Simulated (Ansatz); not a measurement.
## Electronic structure of ClGeH3···HCl in real space

Input file:

```
crystal:
  periodic: [false, false, false]
  atoms:
    - { symbol: Ge, position_ang: [0.0, 0.0, 0.0] }
    - { symbol: H, position_ang: [0.0, 0.0, 1.9] }
    - { symbol: Cl, position_ang: [2.0935, 0.0, -0.7393] }
    - { symbol: H, position_ang: [-0.73, 1.2648, -0.5162] }
    - { symbol: H, position_ang: [-0.73, -1.2648, -0.5162] }
    - { symbol: Cl, position_ang: [1.3216, 1.9931, 0.7946] }
    - { symbol: H, position_ang: [0.5417, 0.817, 1.9424] }
basis:
  gaussian: { orbitals: def2-SVP }
hamiltonian:
  xc: pbe0
  dispersion: d4
relax:
  f_tol: 0.15
  max_steps: 25
  restrain:
    - { distance: [0, 5], at: 3.42, k: 30.0 }
    - { distance: [6, 1], at: 1.86, k: 30.0 }
    - { distance: [0, 1], at: 1.55, k: 30.0 }
    - { distance: [6, 5], at: 1.37, k: 30.0 }
output:
  orbitals: {}
```

Run with:

```sh
ansatz run input.yaml --threads 2 --pin off --max-ram 3072MiB --backend cpu --events-out ev --progress --plain --runs-dir out
```

The fields are those of the run's last geometry, not of the input's.

Not at a stationary point (largest force 1.3 eV/Å).

These are results of Ansatz, RKS PBE0-D4/def2-SVP, not measurements.

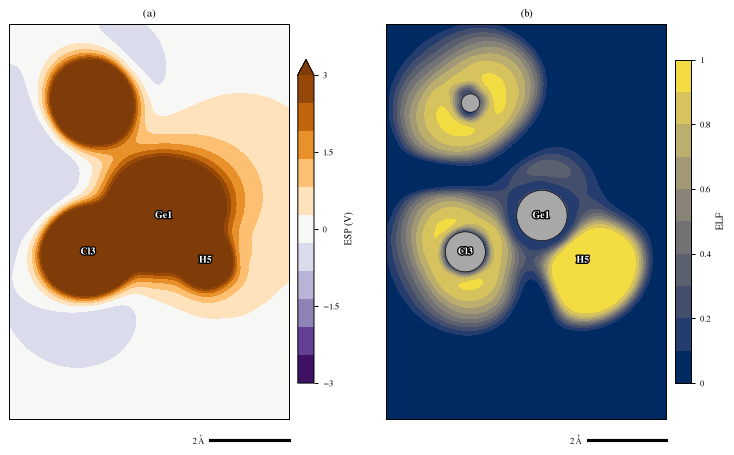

Figure 1. (a) electrostatic potential; (b) electron localisation function on the plane of atoms Cl3, Ge1 and H5. Grey discs cover the atomic cores in the ELF map.

### Interpret the plot.

The section cuts through Ge, Cl and H sites. Ge–Cl (2.16 Å): the ELF peaks at about 0.85 in the valence shell of Cl, 0.9 Å from its nucleus, and is about 0.65 at the midpoint. Ge–H (1.54 Å): the ELF climbs to about 1 towards the hydrogen. The ELF also peaks beside Cl3 and Cl6, away from the bonds: lone-pair regions. Outside the dense part of the complex the potential is most negative (−0.8 V) near Cl3.

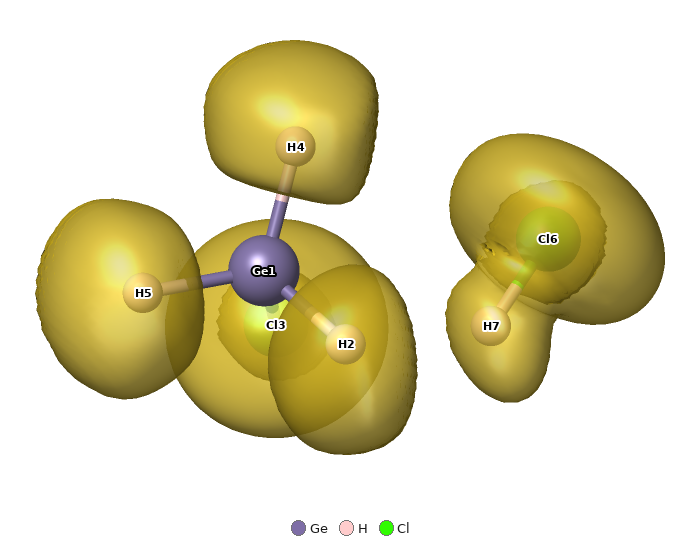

Figure 2. Isosurface of the ELF at 0.75 (yellow), seen from one side. Only the valence region is drawn (cores and ρ < 0.01 e/Å³ removed).

### Where are the electrons localised?

The surface consists of three regions around hydrogen nuclei, one region wrapped around Cl (its valence shell) and one joined region spread over several atoms (Cl, H), in which their bonds and any lone pairs are merged. Along the contacts the grid gives the following. H2···H7 (1.86 Å): the ELF dips to about 0.10 between them.

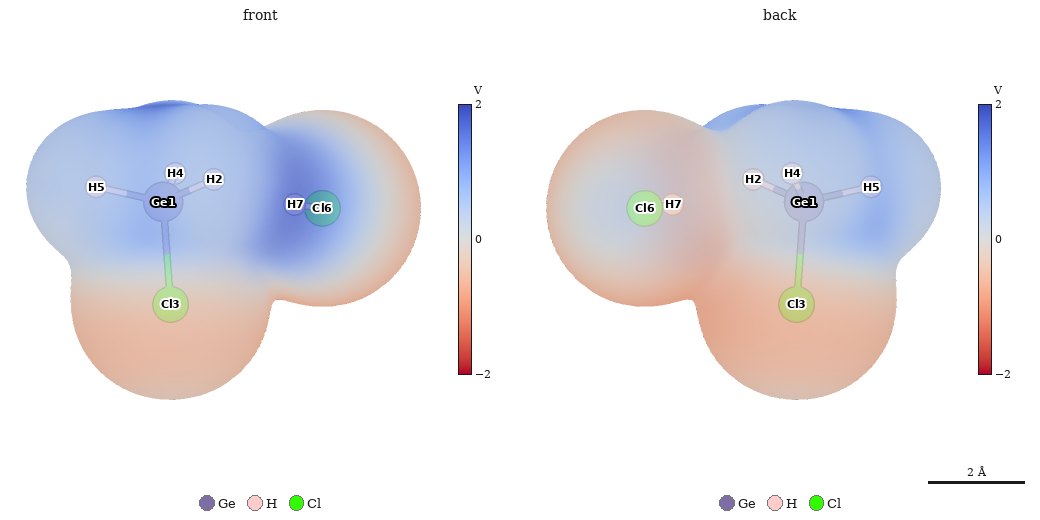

Figure 3. The molecular electrostatic potential painted on the density surface at 0.001 e/bohr³, seen from the front and from behind; red is negative and blue positive.

### Which sites attract a positive test charge, and which a negative one?

A positive charge is drawn to the negative regions and a negative charge to the positive ones. The most negative region (about −0.8 V) lies over the gap between the two molecules, near Cl3 and Cl6, the most positive (about +1.6 V) over Ge1 and H7.

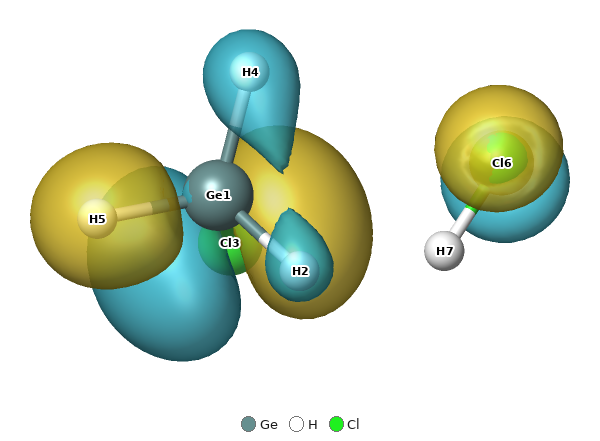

Figure 4. One frontier orbital at ±0.1 Å⁻³ᐟ² (yellow and cyan are the two phases), seen from one side.

### Which orbital is it: HOMO or LUMO?

The HOMO, at −8.65 eV. Its weight (Hirshfeld) is mainly on Cl3 (about 65 %), Cl6 (about 10 %), Ge1 (about 10 %) and H5 (about 10 %); largely a lone pair of Cl3.
